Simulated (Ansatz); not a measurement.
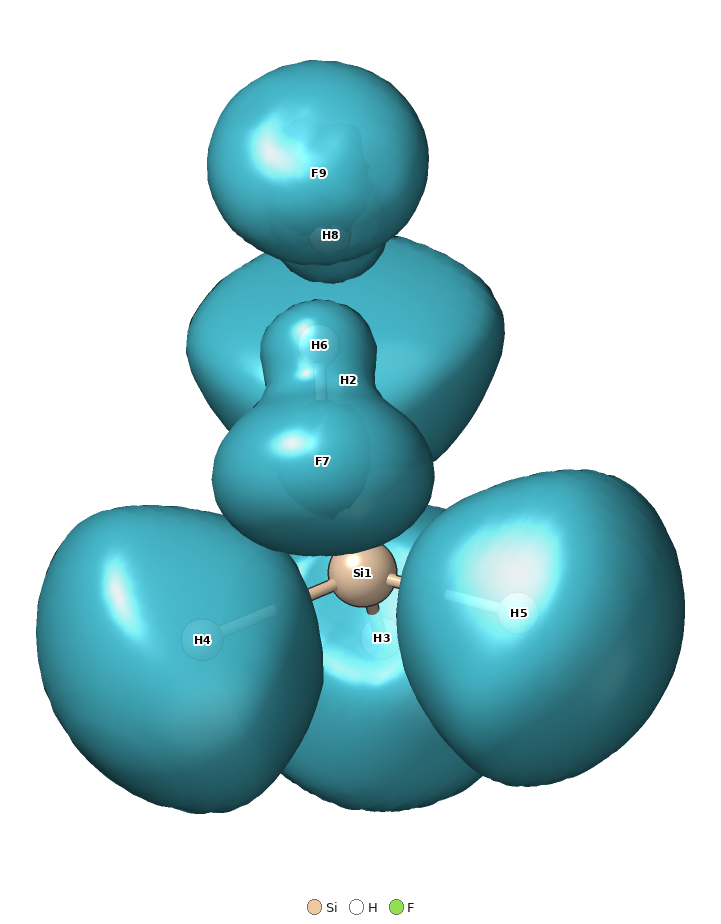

Figure 1: SiH4···HF···HF. Isosurface of the electron localisation function at 0.75 (cyan), seen at an oblique angle. Core shells and regions of very low density are left out.

The reactant side of a reaction path; geometry: PBE0-D4/def2-TZVP.

Method: Ansatz 0.2.0, RKS PBE0-D4/def2-TZVPP.

```xyz
9

Si   -1.1031   -0.7694   -0.3259
H    -0.1235   -0.9664    0.7938
H    -2.0879   -1.8702   -0.1909
H    -0.3750   -0.8685   -1.6089
H    -1.7568    0.5454   -0.1527
H     1.4626    1.5763   -0.1178
F     0.9781    1.8365   -0.8697
H     1.1602   -0.0577    1.2018
F     1.8455    0.5741    1.2703
```

Question: Describe the localisation domains.

Answer: The ELF exceeds this value in four regions around hydrogen nuclei and two joined regions spread over several atoms (F, H), in which their bonds and any lone pairs are merged. Along the contacts the grid gives the following. F9···H6 (1.75 Å): the ELF dips to about 0.10 between them (by its geometry a hydrogen bond between the two molecules, with no shared pair). F–H (0.93 Å): the ELF climbs to about 1 towards the hydrogen, as it does in any bond to H; a covalent bond by its length.
